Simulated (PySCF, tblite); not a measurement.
# CH₁₁ClSi₄: dynamics, then NMR shifts on frames, part 1 of 2

Aim: move CH₁₁ClSi₄ (`[SiH3][SiH2][SiH2][SiH2]CCl`) away from its starting geometry and see how NMR shifts follow the geometry.

Computed with tblite 0.8.0 and PySCF 2.14.0, with density-fitted response routines of our own, on a single molecule in the gas phase. Atoms are numbered from 0 throughout.

## 1. The starting structure

17 atoms, charge 0, multiplicity 1; geometry from: GFN2-xTB.

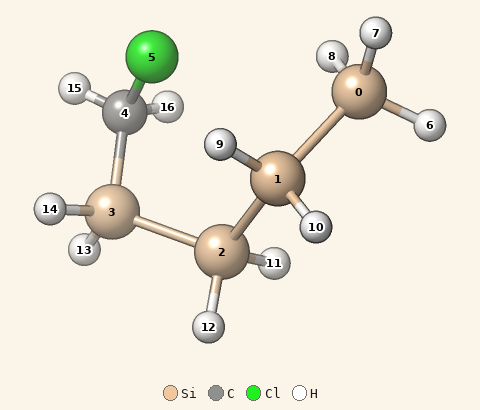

The starting geometry (silicon light orange, carbon grey, chlorine green, hydrogen white), atoms numbered.

## 2. Dynamics with GFN2-xTB

The job: settings as JSON, then the geometry in Å.

```
{"job": {"kind": "md", "xc": "GFN2-xTB", "basis": "xTB", "temperature": 300, "steps": 2000, "every": 50, "frames": 5}, "charge": 0, "multiplicity": 1}
Si     2.676701     1.093167    -0.327396
Si     1.682354    -0.809889     0.538687
Si    -0.229208    -1.535630    -0.582206
Si    -2.280910    -0.709988     0.109790
C     -2.171608     1.202953     0.186597
Cl    -0.861613     1.669864     1.309392
H      3.455906     0.782506    -1.530692
H      3.594855     1.755002     0.600878
H      1.688498     2.094523    -0.731828
H      1.364371    -0.644232     1.965550
H      2.660496    -1.914837     0.547084
H     -0.083080    -1.224657    -2.018291
H     -0.351750    -3.003082    -0.577182
H     -3.451939    -0.946072    -0.749159
H     -2.689711    -1.118513     1.458396
H     -3.079376     1.666543     0.563612
H     -1.930983     1.654369    -0.773142
```

Method: GFN2-xTB Langevin dynamics, gas phase.

Started as:

```console
> OMP_NUM_THREADS=1 python probes_run.py task.json out
```

This one command runs all jobs of the session in turn.

Output:

```text
t/fs     T/K      E/eV
    0.0   259.0   -521.71312
   25.0   185.7   -521.30408
   50.0   244.3   -521.29501
   75.0   283.0   -521.21411
  100.0   187.9   -521.12132
  125.0   327.5   -521.24170
  150.0   347.0   -521.23614
  175.0   354.9   -521.19713
  200.0   288.3   -521.11534
  225.0   245.4   -521.01554
  250.0   257.4   -521.09669
  275.0   306.2   -521.17958
  300.0   369.8   -521.13833
  325.0   397.7   -521.07624
  350.0   323.9   -521.14500
  375.0   321.7   -521.21423
  400.0   262.4   -521.12910
  425.0   327.8   -521.15111
  450.0   311.6   -521.17746
  475.0   266.2   -521.14915
  500.0   305.6   -520.99839
  525.0   359.1   -520.97146
  550.0   326.6   -520.81734
  575.0   345.0   -520.82064
  600.0   419.4   -521.00913
  625.0   517.5   -521.02228
  650.0   420.5   -521.02700
  675.0   341.9   -521.00006
  700.0   315.0   -521.12620
  725.0   198.0   -520.98631
  750.0   229.1   -521.00494
  775.0   228.7   -521.19909
  800.0   282.8   -521.30988
  825.0   228.9   -521.11896
  850.0   157.8   -521.09680
  875.0   233.4   -521.16763
  900.0   303.7   -521.18222
  925.0   303.6   -521.41175
  950.0   212.8   -521.26078
  975.0   163.1   -521.11735
 1000.0   284.3   -521.36559
```

Wall time 25 s (1 thread of Intel Xeon Platinum 8488C, shared host); peak memory 0.18 GiB.

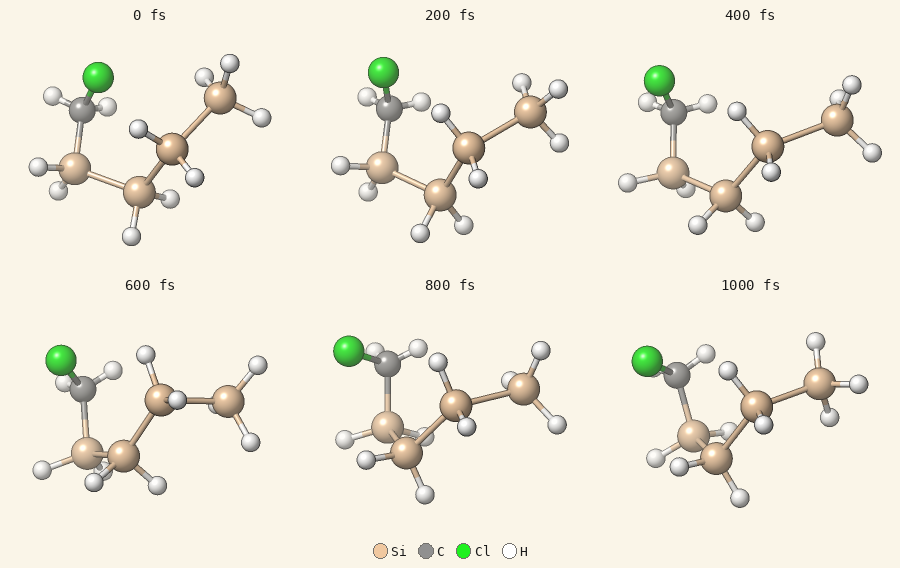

Frames of the run.

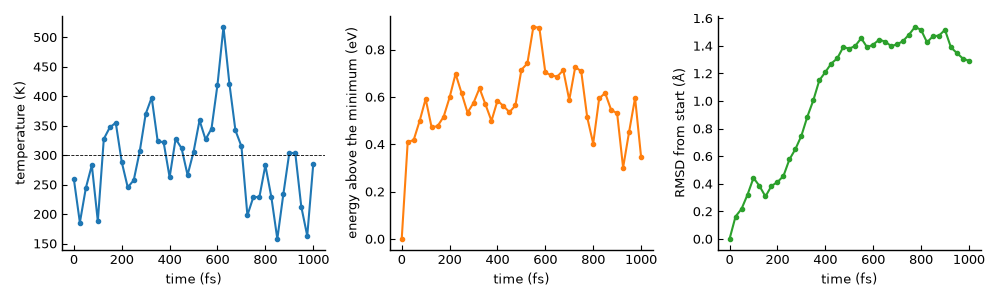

Temperature, potential energy and distance from the start.

Positions (Å) and forces (eV/Å) at 1000 fs:

```xyz
17

Si    2.123    1.288    0.127   -0.301   -0.382   -0.895
Si    0.976    0.070    1.715   -0.267   -0.390   -0.052
Si   -0.959   -1.066    0.910    0.306    1.460   -0.393
Si   -2.625    0.310   -0.052    1.185    0.666    0.541
C    -2.755    1.974    0.959   -0.525    0.130    0.358
Cl   -2.600    1.706    2.788    0.023    0.156   -1.184
H     1.630    0.766   -1.237    0.291    0.399    0.770
H     3.577    1.074    0.077   -0.134    0.142    0.078
H     1.822    2.730    0.155    0.129   -0.185   -0.005
H     0.580    0.890    2.861   -0.068    0.154    0.035
H     1.820   -0.931    2.406    0.042    0.049   -0.154
H    -0.663   -2.035   -0.125    0.136   -0.403   -0.153
H    -1.492   -1.715    2.060   -0.410   -0.610    0.572
H    -2.238    0.911   -1.359   -0.287   -0.335    0.146
H    -3.938   -0.263    0.006   -0.604   -0.173   -0.219
H    -3.780    2.428    0.841    1.175   -0.244    0.084
H    -1.965    2.695    0.648   -0.692   -0.435    0.470
```

## 3. Nuclear shieldings: 250 fs, PBE0/pcSseg-1

The job: settings as JSON, then the geometry in Å.

```
{"job": {"kind": "nmr", "xc": "PBE0", "basis": "pcSseg-1", "pop": false}, "charge": 0, "multiplicity": 1}
Si     2.830000     0.755400    -0.399200
Si     1.379700    -0.679800     0.783800
Si    -0.443400    -1.501600    -0.414900
Si    -2.357600    -0.380200    -0.016500
C     -2.121000     1.493600     0.154400
Cl    -1.682600     2.118400     1.756000
H      2.839900     0.272400    -1.792500
H      4.144700     0.788200     0.158500
H      2.414300     2.127800    -0.519000
H      0.784900     0.315900     1.678100
H      2.062900    -1.837900     1.326200
H     -0.264100    -1.131000    -1.871000
H     -0.661600    -3.007100    -0.547100
H     -3.267700    -0.282800    -1.260500
H     -3.184800    -0.829200     1.137200
H     -3.032000     2.019900    -0.154600
H     -1.459600     1.853600    -0.541200
```

Method: GIAO PBE0/pcSseg-1 NMR shielding, non-relativistic, gas phase.

Output:

```text
coarse grid: 16032 points
cycle   1  E = -1662.0499157501  dE =  1.853e-02  |g| = 2.301e-01  |ddm| = 3.630e+00
cycle   2  E = -1662.0582901869  dE = -8.374e-03  |g| = 1.614e-01  |ddm| = 5.210e-01
cycle   3  E = -1662.0648830670  dE = -6.593e-03  |g| = 2.673e-02  |ddm| = 2.454e-01
cycle   4  E = -1662.0650453158  dE = -1.622e-04  |g| = 9.257e-03  |ddm| = 4.003e-02
cycle   5  E = -1662.0650669132  dE = -2.160e-05  |g| = 3.644e-03  |ddm| = 1.349e-02
cycle   6  E = -1662.0650699240  dE = -3.011e-06  |g| = 9.041e-04  |ddm| = 3.880e-03
final grid: 129752 points
cycle   7  E = -1662.0960165076  dE = -2.285e-05  |g| = 4.379e-03  |ddm| = 2.018e-02
cycle   8  E = -1662.0960155810  dE =  9.266e-07  |g| = 4.156e-03  |ddm| = 6.727e-03
cycle   9  E = -1662.0960195822  dE = -4.001e-06  |g| = 9.380e-04  |ddm| = 4.125e-03
cycle  10  E = -1662.0960197920  dE = -2.098e-07  |g| = 1.382e-04  |ddm| = 9.950e-04
cycle  11  E = -1662.0960197971  dE = -5.036e-09  |g| = 2.403e-05  |ddm| = 2.134e-04
cycle  12  E = -1662.0960197972  dE = -1.555e-10  |g| = 5.227e-06  |ddm| = 4.132e-05
converged SCF energy = -1662.0960197972

GIAO shielding tensors (ppm)
atom      isotropic    diamagn.    paramagn.     s11        s22        s33       span
  0 Si     460.848     880.327    -419.479    435.358    450.988    496.198     60.839
  1 Si     485.573     881.576    -396.003    430.407    482.023    544.289    113.882
  2 Si     477.918     881.414    -403.497    442.961    486.012    504.780     61.819
  3 Si     411.220     878.854    -467.635    363.023    425.341    445.294     82.271
  4 C      161.201     250.542     -89.341    134.181    146.260    203.163     68.982
  5 Cl     906.968    1146.832    -239.864    809.307    821.069   1090.528    281.221
  6 H       28.065      28.990      -0.925     24.207     26.524     33.464      9.257
  7 H       28.530      29.173      -0.643     24.695     25.785     35.110     10.415
  8 H       28.517      29.793      -1.276     24.683     27.242     33.627      8.944
  9 H       27.462      30.209      -2.747     22.795     26.035     33.557     10.762
 10 H       28.327      29.943      -1.616     23.813     25.960     35.209     11.395
 11 H       27.777      30.130      -2.353     24.525     26.040     32.767      8.241
 12 H       27.462      28.519      -1.056     23.571     24.674     34.142     10.571
 13 H       26.618      27.803      -1.185     22.395     24.981     32.478     10.083
 14 H       27.230      27.647      -0.416     23.482     25.707     32.503      9.021
 15 H       28.428      28.114       0.315     21.254     27.653     36.378     15.124
 16 H       30.547      34.459      -3.912     26.866     29.082     35.692      8.826
```

Wall time 37 s (1 thread of Intel Xeon Platinum 8488C, shared host); peak memory 0.87 GiB.

Shifts follow as δ = σ(reference) − σ, with reference shieldings (ppm) from runs at the same level and on the same kind of geometry: ¹H TMS 31.72, ¹³C TMS 186.9, ²⁹Si TMS 349.2, ³⁵Cl HCl 950. The references are single molecules in the gas phase. Each atom is listed at this fixed geometry, with no averaging over motion; a spectrum would average atoms that exchange fast.

```csv
atoms,environment,σ (ppm),δ (ppm)
C4,sp3 CH2 bonded to Cl and Si,161.2,25.7
H13,"hydrogen on a silicon bonded to C, Si",26.62,5.10
H14,"hydrogen on a silicon bonded to C, Si",27.23,4.49
H9,hydrogen on a silicon bonded to 2 Si,27.46,4.25
H12,hydrogen on a silicon bonded to 2 Si,27.46,4.25
H11,hydrogen on a silicon bonded to 2 Si,27.78,3.94
H6,hydrogen on a silicon bonded to Si,28.06,3.65
H10,hydrogen on a silicon bonded to 2 Si,28.33,3.39
H15,hydrogen on an sp3 CH2 bonded to Cl and Si,28.43,3.29
H8,hydrogen on a silicon bonded to Si,28.52,3.20
H7,hydrogen on a silicon bonded to Si,28.53,3.19
H16,hydrogen on an sp3 CH2 bonded to Cl and Si,30.55,1.17
Si3,"silicon bonded to C, Si, 2 H",411.2,-62.1
Si0,"silicon bonded to Si, 3 H",460.8,-111.7
Si2,"silicon bonded to 2 Si, 2 H",477.9,-128.8
Si1,"silicon bonded to 2 Si, 2 H",485.6,-136.4
Cl5,chlorine bonded to C,907,43
```

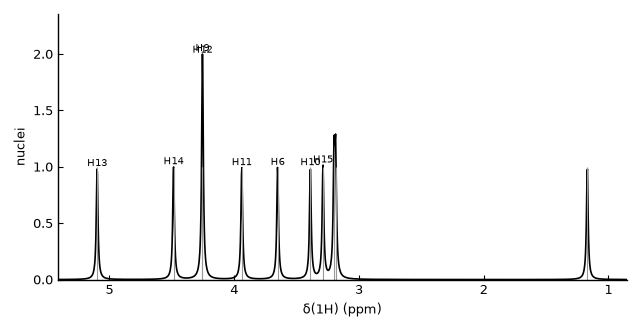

¹H lines at the computed shifts, without couplings. Lines are broadened to a width of 0.02 ppm (Lorentzian).

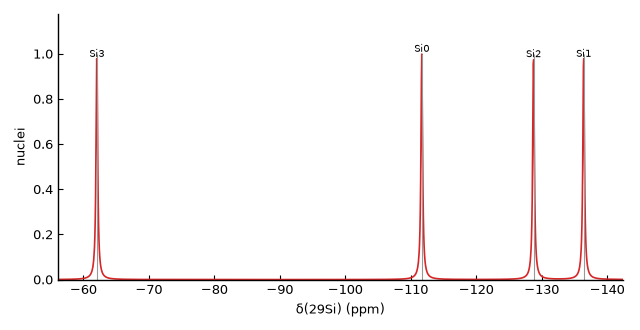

²⁹Si lines at the computed shifts, without couplings. Lines are broadened to a width of 0.30 ppm (Lorentzian).

Orbitals, density, ELF and potential are computed afterwards from the orbital file.

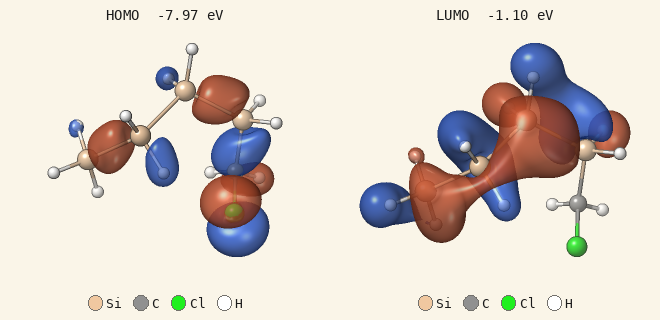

PBE0/pcSseg-1 orbitals near the gap, drawn at the value that encloses 70 % of each; the two colours are the two signs.

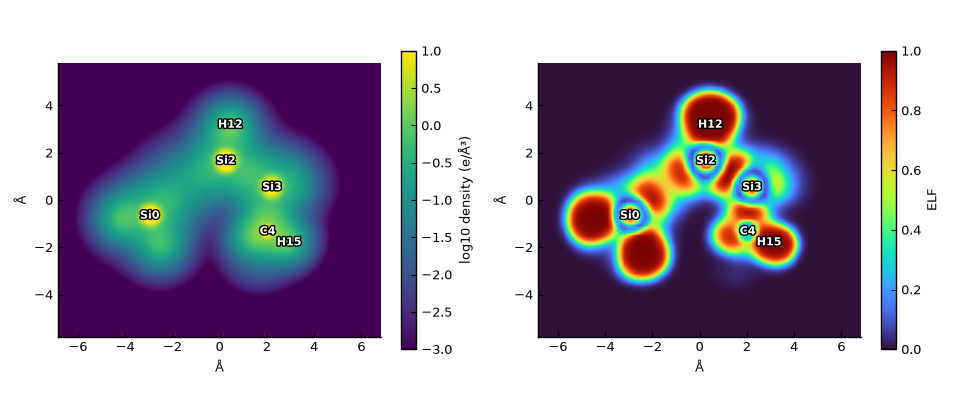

Density (left) and ELF (right) in a plane through or near 6 of the atoms.

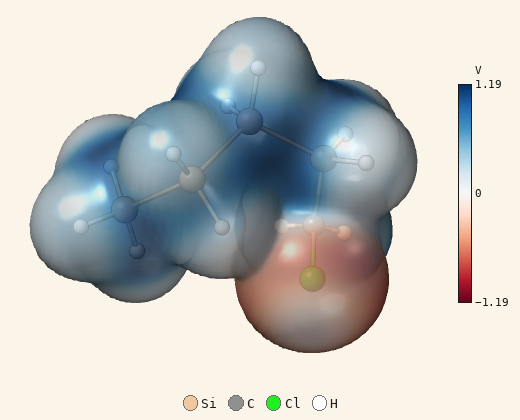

The potential that a unit positive charge feels on the 0.002 e/bohr³ surface, from -0.71 V near Cl5 to 1.19 V near H16.

## 4. NMR shieldings: 425 fs, PBE0/pcSseg-1

The job: settings as JSON, then the geometry in Å.

```
{"job": {"kind": "nmr", "xc": "PBE0", "basis": "pcSseg-1", "pop": false}, "charge": 0, "multiplicity": 1}
Si     3.019700     1.011200    -0.467800
Si     1.462100    -0.194100     0.878900
Si    -0.466200    -1.313600     0.198900
Si    -2.551700    -0.160900     0.021900
C     -2.590000     1.727200     0.461000
Cl    -1.969700     1.956600     2.078600
H      2.410900     2.220800    -1.042900
H      3.598400     0.072000    -1.523600
H      4.186000     1.501400     0.346300
H      1.339400     0.668000     2.051000
H      2.301500    -1.186200     1.458300
H     -0.062000    -2.054500    -1.106100
H     -0.696400    -2.502600     1.015800
H     -3.410200    -0.239100    -1.220800
H     -3.480700    -0.605800     1.054500
H     -3.608700     2.048400     0.533100
H     -1.888200     2.301000    -0.159500
```

With the program's defaults for keys left out, this is: GIAO PBE0/pcSseg-1 NMR shielding, non-relativistic, gas phase.

Output:

```text
coarse grid: 16032 points
cycle   1  E = -1662.0450415756  dE = -8.721e-02  |g| = 2.546e-01  |ddm| = 3.585e+00
cycle   2  E = -1662.0525836445  dE = -7.542e-03  |g| = 2.024e-01  |ddm| = 6.243e-01
cycle   3  E = -1662.0643904374  dE = -1.181e-02  |g| = 2.748e-02  |ddm| = 3.202e-01
cycle   4  E = -1662.0645918398  dE = -2.014e-04  |g| = 7.202e-03  |ddm| = 4.348e-02
cycle   5  E = -1662.0646053151  dE = -1.348e-05  |g| = 2.437e-03  |ddm| = 1.159e-02
cycle   6  E = -1662.0646068523  dE = -1.537e-06  |g| = 8.732e-04  |ddm| = 3.556e-03
final grid: 129752 points
cycle   7  E = -1662.0958017273  dE = -1.855e-05  |g| = 5.682e-03  |ddm| = 1.683e-02
cycle   8  E = -1662.0957966087  dE =  5.119e-06  |g| = 6.828e-03  |ddm| = 1.012e-02
cycle   9  E = -1662.0958084289  dE = -1.182e-05  |g| = 8.892e-04  |ddm| = 6.189e-03
cycle  10  E = -1662.0958085897  dE = -1.608e-07  |g| = 1.267e-04  |ddm| = 9.637e-04
cycle  11  E = -1662.0958085940  dE = -4.291e-09  |g| = 2.431e-05  |ddm| = 2.014e-04
cycle  12  E = -1662.0958085941  dE = -1.719e-10  |g| = 6.037e-06  |ddm| = 4.005e-05
converged SCF energy = -1662.0958085941

GIAO shielding tensors (ppm)
atom      isotropic    diamagn.    paramagn.     s11        s22        s33       span
  0 Si     447.322     878.783    -431.460    419.623    441.294    481.051     61.428
  1 Si     482.217     880.272    -398.056    450.121    487.081    509.447     59.326
  2 Si     467.760     879.264    -411.504    445.372    454.866    503.041     57.668
  3 Si     412.678     877.924    -465.246    362.934    412.597    462.503     99.568
  4 C      159.107     254.695     -95.588    134.602    152.400    190.320     55.717
  5 Cl     919.069    1147.995    -228.926    828.801    850.349   1078.057    249.256
  6 H       27.842      28.865      -1.023     24.134     26.589     32.803      8.669
  7 H       27.145      27.597      -0.452     23.708     25.159     32.567      8.859
  8 H       27.361      27.536      -0.175     24.122     24.954     33.008      8.886
  9 H       28.295      29.284      -0.989     23.714     27.469     33.701      9.986
 10 H       28.880      29.793      -0.913     24.147     26.962     35.533     11.386
 11 H       27.067      28.022      -0.955     23.365     25.170     32.666      9.302
 12 H       27.948      28.829      -0.880     23.755     25.658     34.432     10.677
 13 H       26.883      27.620      -0.738     22.748     24.781     33.118     10.370
 14 H       27.681      28.790      -1.110     23.747     26.415     32.880      9.132
 15 H       28.454      29.313      -0.860     21.563     27.656     36.142     14.578
 16 H       28.006      31.042      -3.036     23.240     26.769     34.009     10.768
```

It took 26 s on 1 thread of Intel Xeon Platinum 8488C, shared host; peak memory 0.91 GiB.

Key values: δ C4 27.8, Si3 -63.5, Si0 -98.2, Si2 -118.6, H13 4.83, H11 4.65 ppm.

## 5. Nuclear shieldings: 625 fs, PBE0/pcSseg-1

The job: settings as JSON, then the geometry in Å.

```
{"job": {"kind": "nmr", "xc": "PBE0", "basis": "pcSseg-1", "pop": false}, "charge": 0, "multiplicity": 1}
Si     2.365400     0.830700    -0.457200
Si     1.239200     0.208400     1.456900
Si    -0.487100    -1.206000     0.825900
Si    -2.426300    -0.163200    -0.056800
C     -2.353600     1.643000     0.422500
Cl    -2.248000     1.808700     2.193800
H      1.680000     1.270800    -1.647800
H      3.113000    -0.386100    -0.861100
H      3.486400     1.707300    -0.225300
H      0.559700     1.290000     2.313600
H      1.761400    -0.464500     2.697600
H      0.251100    -2.129400    -0.078200
H     -0.912800    -2.116200     1.910600
H     -2.198400    -0.146500    -1.579100
H     -3.849600    -0.479000     0.316400
H     -3.122100     2.297800     0.024100
H     -1.457100     2.211800     0.149300
```

Level: GIAO PBE0/pcSseg-1 NMR shielding, non-relativistic, gas phase.

Output:

```text
coarse grid: 16032 points
cycle   1  E = -1662.0384206523  dE = -2.155e-02  |g| = 2.482e-01  |ddm| = 3.622e+00
cycle   2  E = -1662.0463147281  dE = -7.894e-03  |g| = 1.916e-01  |ddm| = 6.142e-01
cycle   3  E = -1662.0565940806  dE = -1.028e-02  |g| = 3.101e-02  |ddm| = 3.199e-01
cycle   4  E = -1662.0568445862  dE = -2.505e-04  |g| = 1.075e-02  |ddm| = 5.539e-02
cycle   5  E = -1662.0568736194  dE = -2.903e-05  |g| = 4.336e-03  |ddm| = 1.535e-02
cycle   6  E = -1662.0568783011  dE = -4.682e-06  |g| = 9.533e-04  |ddm| = 4.506e-03
final grid: 129752 points
cycle   7  E = -1662.0880940343  dE = -1.925e-05  |g| = 5.662e-03  |ddm| = 1.979e-02
cycle   8  E = -1662.0880891660  dE =  4.868e-06  |g| = 6.745e-03  |ddm| = 9.695e-03
cycle   9  E = -1662.0881006254  dE = -1.146e-05  |g| = 9.161e-04  |ddm| = 6.119e-03
cycle  10  E = -1662.0881008013  dE = -1.759e-07  |g| = 1.429e-04  |ddm| = 1.063e-03
cycle  11  E = -1662.0881008066  dE = -5.269e-09  |g| = 2.150e-05  |ddm| = 2.195e-04
cycle  12  E = -1662.0881008067  dE = -1.173e-10  |g| = 5.399e-06  |ddm| = 3.897e-05
converged SCF energy = -1662.0881008067

GIAO shielding tensors (ppm)
atom      isotropic    diamagn.    paramagn.     s11        s22        s33       span
  0 Si     473.457     879.171    -405.714    442.859    481.803    495.708     52.849
  1 Si     484.532     880.722    -396.190    420.345    492.194    541.057    120.712
  2 Si     465.419     880.752    -415.332    420.316    470.282    505.659     85.343
  3 Si     420.276     879.511    -459.236    368.401    431.183    461.244     92.843
  4 C      159.210     255.230     -96.019    131.906    151.270    194.456     62.550
  5 Cl     896.176    1146.964    -250.788    790.452    827.849   1070.227    279.774
  6 H       28.533      29.206      -0.673     24.518     27.442     33.639      9.121
  7 H       27.854      28.225      -0.371     24.251     25.765     33.546      9.294
  8 H       28.425      28.048       0.377     24.365     25.394     35.516     11.151
  9 H       26.692      28.760      -2.068     21.431     26.060     32.585     11.154
 10 H       27.039      28.371      -1.332     23.296     24.442     33.379     10.083
 11 H       28.009      29.995      -1.987     23.994     26.274     33.758      9.764
 12 H       27.931      29.376      -1.446     23.997     25.445     34.350     10.353
 13 H       26.552      28.699      -2.147     23.166     24.261     32.228      9.062
 14 H       26.814      28.165      -1.351     22.606     25.046     32.791     10.185
 15 H       28.817      28.947      -0.130     22.831     27.063     36.557     13.726
 16 H       28.394      33.339      -4.946     23.910     26.539     34.732     10.822
```

Run time: 27 s. Hardware: 1 thread of Intel Xeon Platinum 8488C, shared host; peak memory 0.91 GiB.

Key values: δ C4 27.7, Si3 -71.1, Si2 -116.3, Si0 -124.3, H13 5.17, H9 5.02 ppm.

(Continued in part 2 of 2.)
